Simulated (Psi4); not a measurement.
**[PO3]− (SMILES O=P(=O)[O-]): TPSS/def2-SVPD**

What is the vertical ionisation energy of [PO3]− at TPSS/def2-SVPD? 

The results are computed with Psi4 1.11.

6 further runs of the same task are left out: 6 that didn't finish.

### Step 1. The molecule

[PO3]− has 4 atoms, charge -1, and is taken as a singlet. As SMILES, `O=P(=O)[O-]`. Geometry: relaxed at GFN2-xTB.

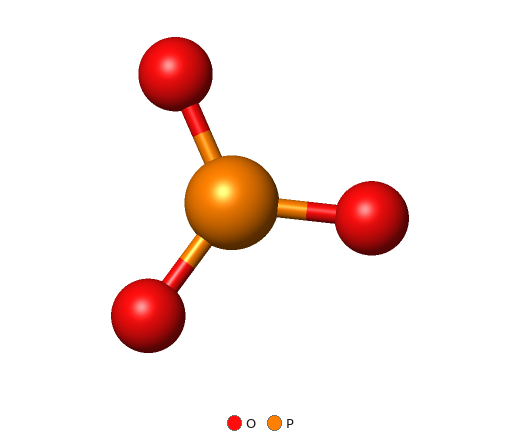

The structure, seen from a chosen angle (oxygen red, phosphorus orange).

### Step 2. A single-point energy at TPSS/def2-SVPD

Contents of o3p.json:

```json
{
  "schema_name": "qcschema_input",
  "schema_version": 1,
  "molecule": {
    "schema_name": "qcschema_molecule",
    "schema_version": 2,
    "symbols": ["O", "P", "O", "O"],
    "geometry": [1.09596556, -0.79262673, -2.45173067, 0.00062361, 0.00086927, -0.00024566, -1.99747831, 1.96111998, 0.07184739, 0.90090803, -1.16934363, 2.38012895],
    "molecular_charge": -1,
    "molecular_multiplicity": 1,
    "fix_symmetry": "c1"
  },
  "driver": "energy",
  "model": {
    "method": "tpss",
    "basis": "def2-SVPD"
  },
  "keywords": {
    "puream": true,
    "e_convergence": 1e-09,
    "d_convergence": 1e-08,
    "scf_type": "pk",
    "dft_radial_points": 99,
    "dft_spherical_points": 590
  }
}
```

The run is started by

```console
$ psi4 --qcschema o3p.json -n 1 --memory 1600MB
```

stdout:

```text
[...]
  Running in c1 symmetry.
[...]
  Nuclear repulsion =  168.141609835801773
[...]
  Multiplicity = 1
[...]
  Nalpha       = 20
  Nbeta        = 20
[...]
    Number of basis functions: 93
[...]
   @RKS iter   1:  -566.36689896751545    2.98329e-01   1.30834e-02 DIIS/ADIIS
[...]
   @RKS iter  12:  -566.94367852891548   -1.70530e-12   2.59815e-09 DIIS
[...]
    Orbital Energies [Eh]
    ---------------------
    Doubly Occupied:
       1A    -76.492286     2A    -18.683128     3A    -18.683108
       4A    -18.683047     5A     -6.263828     6A     -4.449744
       7A     -4.445475     8A     -4.445470     9A     -0.763073
      10A     -0.683650    11A     -0.683479    12A     -0.251669
      13A     -0.183302    14A     -0.174316    15A     -0.174307
      16A     -0.094603    17A     -0.094548    18A     -0.081220
      19A     -0.081109    20A     -0.030907
[...]
  @RKS Final Energy:  -566.94367852891548
   => Energetics <=
    Nuclear Repulsion Energy =            168.1416098358017734
    One-Electron Energy =               -1125.5913649422373055
    Two-Electron Energy =                 439.8806844879092068
    DFT Exchange-Correlation Energy =     -49.3746079103891873
    Empirical Dispersion Energy =           0.0000000000000000
    VV10 Nonlocal Energy =                  0.0000000000000000
    Total Energy =                       -566.9436785289154841
[...]
 Multipole Moments:
 ------------------------------------------------------------------------------------
     Multipole            Electronic (a.u.)      Nuclear  (a.u.)        Total (a.u.)
 ------------------------------------------------------------------------------------
 L = 1.  Multiply by 2.5417464519 to convert [e a0] to [Debye]
 Dipole X            :          0.0007325           -0.0002466            0.0004859
 Dipole Y            :          0.0017184           -0.0003445            0.0013739
 Dipole Z            :         -0.0013064            0.0000979           -0.0012085
 Magnitude           :                                                    0.0018932
[...]
```

The result, in JSON:

```text
{
 "driver": "energy",
 "model": {
  "method": "tpss",
  "basis": "def2-SVPD"
 },
 "success": true,
 "return_result": -566.9436785289155,
 "properties": {
  "calcinfo_nbasis": 93,
  "calcinfo_nmo": 93,
  "calcinfo_nalpha": 20,
  "calcinfo_nbeta": 20,
  "calcinfo_natom": 4,
  "nuclear_repulsion_energy": 168.14160983580177,
  "return_energy": -566.9436785289155,
  "scf_one_electron_energy": -1125.5913649422373,
  "scf_two_electron_energy": 439.8806844879092,
  "scf_xc_energy": -49.37460791038919,
  "scf_dipole_moment": [0.00048588660466730715, 0.0013739142070385846, -0.0012084593901741658],
  "scf_total_energy": -566.9436785289155,
  "scf_iterations": 12
 }
}
```

Wall time 31 s (1 thread of Intel Xeon Platinum 8375C at 2.90GHz (Ice Lake), shared host); peak memory 0.82 GiB.

### Step 3. Doublet neutral PO3, same level

Contents of calc.in:

```
memory 1600 MB

molecule {
  0 2
  O      1.09596556    -0.79262673    -2.45173067
  P      0.00062361     0.00086927    -0.00024566
  O     -1.99747831     1.96111998     0.07184739
  O      0.90090803    -1.16934363     2.38012895
  units bohr
  symmetry c1
}

set basis def2-SVPD
set reference uks
set puream true
set e_convergence 1e-09
set d_convergence 1e-08
set scf_type pk
set dft_radial_points 99
set dft_spherical_points 590
set maxiter 200

E, wfn = energy('tpss', return_wfn=True)
oeprop(wfn, 'MULLIKEN_CHARGES', 'WIBERG_LOWDIN_INDICES', 'DIPOLE', title='TPSS')
print_variables()
```

The run is started by

```console
$ psi4 -n 1 calc.in calc.out
```

calc.out:

```text
[...]
  Running in c1 symmetry.
[...]
  Nuclear repulsion =  168.141609835801773
[...]
  Multiplicity = 2
[...]
  Nalpha       = 20
  Nbeta        = 19
[...]
    Number of basis functions: 93
[...]
   @UKS iter   1:  -566.46839942702422    1.96829e-01   9.72193e-03 ADIIS/DIIS
[...]
   @UKS iter  13:  -566.78475508592726   -2.16005e-12   2.66718e-09 DIIS
[...]
   @S^2 Observed:                7.557033910E-01
[...]
    Orbital Energies [Eh]
    ---------------------
    Alpha Occupied:
       1A    -76.771853     2A    -18.989939     3A    -18.989838
       4A    -18.989789     5A     -6.543579     6A     -4.728986
       7A     -4.725376     8A     -4.725374     9A     -1.057210
      10A     -0.981499    11A     -0.981431    12A     -0.529789
      13A     -0.459889    14A     -0.459846    15A     -0.453400
      16A     -0.391513    17A     -0.391496    18A     -0.359965
      19A     -0.359936    20A     -0.343568
    Alpha Virtual:
      21A     -0.102868    22A     -0.085141    23A      0.049826
      24A      0.062938    25A      0.062940    26A      0.073871
[...]
  @UKS Final Energy:  -566.78475508592726
   => Energetics <=
    Nuclear Repulsion Energy =            168.1416098358017734
    One-Electron Energy =               -1114.4714344737831198
    Two-Electron Energy =                 428.5723004172535866
    DFT Exchange-Correlation Energy =     -49.0272308651994706
    Empirical Dispersion Energy =           0.0000000000000000
    VV10 Nonlocal Energy =                  0.0000000000000000
    Total Energy =                       -566.7847550859272587
[...]
 Multipole Moments:
 ------------------------------------------------------------------------------------
     Multipole            Electronic (a.u.)      Nuclear  (a.u.)        Total (a.u.)
 ------------------------------------------------------------------------------------
 L = 1.  Multiply by 2.5417464519 to convert [e a0] to [Debye]
 Dipole X            :          0.0011250           -0.0002466            0.0008784
 Dipole Y            :          0.0011943           -0.0003445            0.0008498
 Dipole Z            :          0.0000778            0.0000979            0.0001757
 Magnitude           :                                                    0.0012347
[...]
  Mulliken Charges: (a.u.)
   Center  Symbol    Alpha    Beta     Spin     Total
       1     O     4.50859  4.12760  0.38100 -0.63619
       2     P     6.47351  6.61785 -0.14434  1.90863
       3     O     4.50868  4.12754  0.38114 -0.63622
       4     O     4.50922  4.12701  0.38221 -0.63623
   Total alpha = 20.00000, Total beta = 19.00000, Total charge = -0.00000
  Wiberg Bond Indices using Orthogonal Lowdin Orbitals:
  Total Bond Index:
  Irrep: 1 Size: 4 x 4
[...]
```

Run time: 56 s. Hardware: 1 thread of Intel Xeon Platinum 8375C at 2.90GHz (Ice Lake), shared host; peak memory 0.82 GiB.

### Step 4. Summary of results

At TPSS/def2-SVPD:

```
                                                             quantity          value
                                         singlet [PO3]−: total energy  -566.94368 Eh
                                          singlet [PO3]−: HOMO energy       -0.84 eV
                                          singlet [PO3]−: LUMO energy        3.47 eV
singlet [PO3]−: HOMO–LUMO gap (to an unbound level, set by the basis)        4.31 eV
                                    doublet neutral PO3: total energy  -566.78476 Eh
                                   doublet neutral PO3: dipole moment         0.00 D
              doublet neutral PO3: HOMO energy (highest over α and β)       -9.35 eV
               doublet neutral PO3: LUMO energy (lowest over α and β)       -7.87 eV
                                            doublet neutral PO3: ⟨S²⟩          0.756
                  vertical detachment energy (to the doublet neutral)       4.325 eV
```

In words: The vertical ionisation energy comes to 4.32 eV (100 kcal/mol). −ε(HOMO) before ionisation, 0.84 eV, is 3.48 eV below this ionisation energy.
